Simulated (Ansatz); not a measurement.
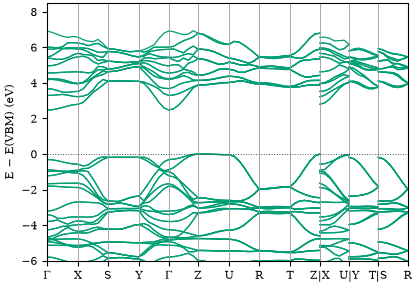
Figure. Band structure from r²SCAN with spin–orbit coupling (plane waves, PAW; program Ansatz)

The gap is 2.48 eV; an edge lies off the plotted path or next to a special point (maximum on the Γ–Z line, 97 % of the way from Γ, minimum at Γ).

The material is HfNF in space group Pbcm (No. 57; Hf on 4d, F on 4d, N on 4c).

The start of the workflow was typed in or built on a structure type; neither database checked (COD, Materials Project) lists it. Whether it is the stable phase at ambient conditions was not checked. The cell was relaxed with r²SCAN under the symmetry of its start; whether a distortion lowers the energy is not shown. No spin polarisation was allowed.

Potentials: the earlier of the program's two PAW sets.
